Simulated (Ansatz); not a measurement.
**F$_{4}$Zr···H$_{2}$: density, localisation and related maps**

```xyz
7

Zr    0.1745    0.0000   -0.0452
F     0.1565    0.0000    1.9011
F     1.9798    0.0000   -0.6149
F    -0.6548    1.5546   -0.7442
F    -0.6548   -1.5546   -0.7442
H    -2.5614    0.0000    1.2954
H    -1.9614    0.0000    1.6898
```

Core potentials replace the inner electrons of Zr; not at a stationary point (largest force 1.7 eV/Å).

Method: Ansatz 0.2.0, RKS r2SCANh-D4/def2-SVP.

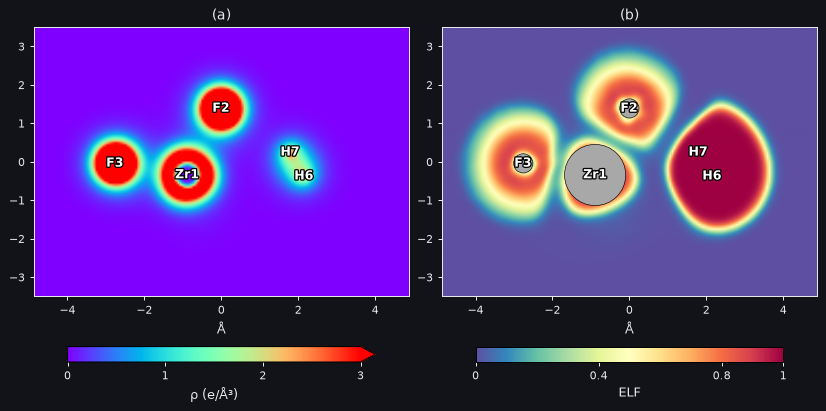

Figure 1. (a) electron density; (b) ELF on the plane of atoms F2, Zr1 and F3. Grey discs cover the atomic cores in the ELF map.

Q: What does the map show?

A:
- The plane passes through Zr, F and H nuclei.
- Zr1···H7 (2.75 Å): the density falls to about 0.07 e/Å³ on the way; the ELF dips to about 0 between them.
- Zr–F (1.89 Å): ρ at the midpoint is about 0.95 e/Å³; the ELF peaks at about 0.85 in the valence shell of F, 0.5 Å from its nucleus, and drops to about 0.20 between the two atoms.
- H–H (0.72 Å): ρ is about 1.8 e/Å³ halfway; the ELF is about 1 at the midpoint; a covalent bond by its length.
- Zr–F (1.95 Å): ρ is about 0.83 e/Å³ halfway; the ELF peaks at about 0.85 in the valence shell of F, 0.5 Å from its nucleus, and drops to about 0.20 between the two atoms.

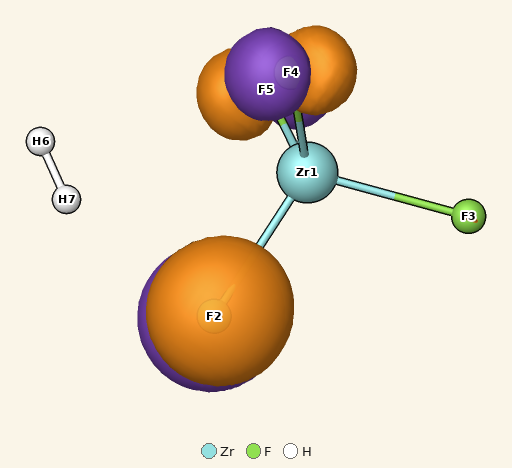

Figure 2. The HOMO−1 at ±0.15 Å⁻³ᐟ² (orange and purple are the two phases), seen across its widest extent.

Q: What is the character of this orbital?

A: Its weight (Hirshfeld) is mainly on F2 (about 75 %), F4 (about 10 %) and F5 (about 10 %); largely a lone pair of F2. Its energy is −11.10 eV.

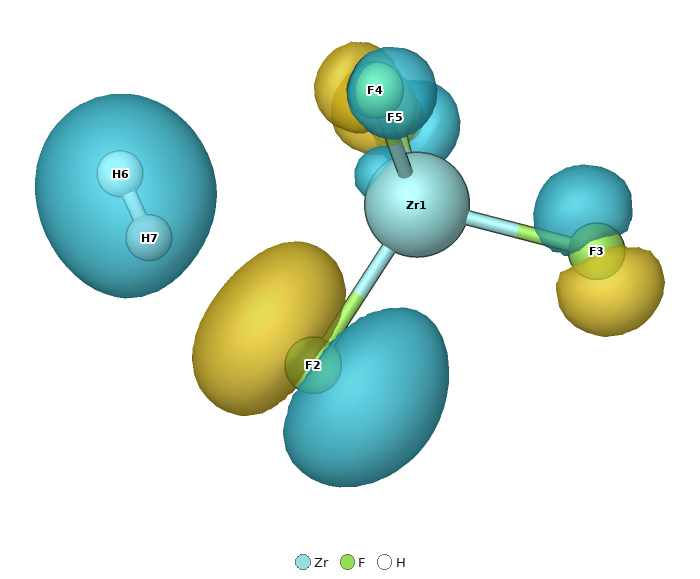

Figure 3. The HOMO at ±0.1 Å⁻³ᐟ² (yellow and cyan are the two phases), seen across its widest extent.

Q: Where does this orbital lie, and at what energy?

A: Its weight (Hirshfeld) is mainly on F2 (about 65 %), H6 (about 10 %) and H7 (about 10 %). Its energy is −10.83 eV.
